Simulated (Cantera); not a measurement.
A closed system holds: 1 mol MgO, 1.8 mol F2, 0.3 mol O2, at 602 °C.

Cantera equilibrium calculation (NASA polynomials, part measured and part estimated; ideal gas, pure solids and liquids). Candidate condensed phases: Mg, MgF2, MgO; 14 gas species. Equilibrium is a limit: real reactors are often held back by kinetics, nucleation or transport.

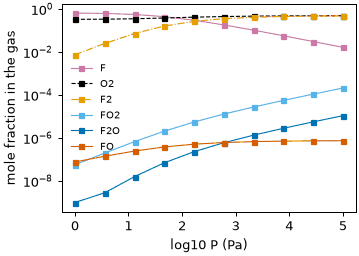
Fig. 1. Equilibrium gas composition (values under 1e-9 drawn at 1e-9)

**Question.** Read off the mole fractions at 3.60 Pa.

**Answer.** F about 0.63, O2 about 0.34, F2 about 0.025, FO2 about 2.0e-7, FO about 1.4e-7.
